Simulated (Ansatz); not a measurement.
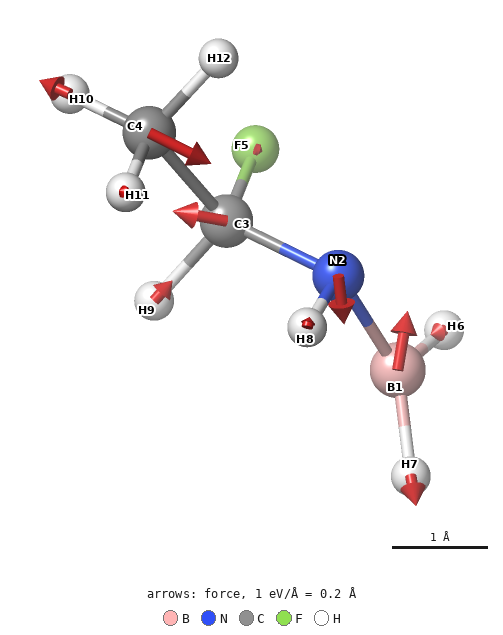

Starting geometry of C2H7BFN (coarse preliminary run) with the computed forces as red arrows. The picture is a ball-and-stick view, seen from a free direction.

The start comes from a force field.

Theory: RKS PBE-D4/def2-SVP in Ansatz.

Input file:
```yaml
crystal:
  periodic: [false, false, false]
  atoms:
    - {symbol: B, position_ang: [-1.819800, -0.229000, 0.956900]}
    - {symbol: N, position_ang: [-0.797400, -0.523600, -0.092000]}
    - {symbol: C, position_ang: [0.308700, 0.403400, 0.018600]}
    - {symbol: C, position_ang: [1.513900, 0.023700, -0.956500]}
    - {symbol: F, position_ang: [-0.061900, 1.690400, -0.269100]}
    - {symbol: H, position_ang: [-2.435000, 0.867900, 0.897600]}
    - {symbol: H, position_ang: [-2.142600, -0.972200, 1.774900]}
    - {symbol: H, position_ang: [-0.418800, -1.468300, 0.129300]}
    - {symbol: H, position_ang: [0.769700, 0.387400, 1.105100]}
    - {symbol: H, position_ang: [2.286600, 0.731400, -0.852700]}
    - {symbol: H, position_ang: [1.808300, -1.005600, -0.703400]}
    - {symbol: H, position_ang: [1.065400, 0.039200, -1.974700]}
basis:
  gaussian: {orbitals: def2-SVP}
hamiltonian: {xc: pbe, dispersion: d4}
relax: {f_tol: 0.03, max_steps: 200}
```

Launched with:
```bash
ansatz run in.yaml --threads 4 --pin off --events-out ev --progress --plain --max-ram 10444MiB
```

Q: What follows when this structure is relaxed?

A: It isn't relaxed: the largest force vector, on C4, is 3.67 eV/Å. The final displacements have little in common with the starting forces (cosine between the two patterns 0.11). The atom that moves furthest after the best rigid fit is H6 (1.71 Å). By element the largest moves are H 1.71 Å, F 0.74 Å, B 0.34 Å, C 0.25 Å, N 0.25 Å. Among the contacts that change: B1–N2 1.494 → 1.401 Å, C3–C4 1.596 → 1.519 Å, C3–H9 1.180 → 1.112 Å, B1–H7 1.151 → 1.215 Å. Among the angles between lasting bonds that change: B1–N2–C3 110.1° → 126.7°, B1–N2–H8 106.2° → 120.0°, C3–N2–H8 106.7° → 113.2°. The energy falls by 1.370 eV in 17 geometry steps. The largest force component goes from 3.5 to 0.021 eV/Å.
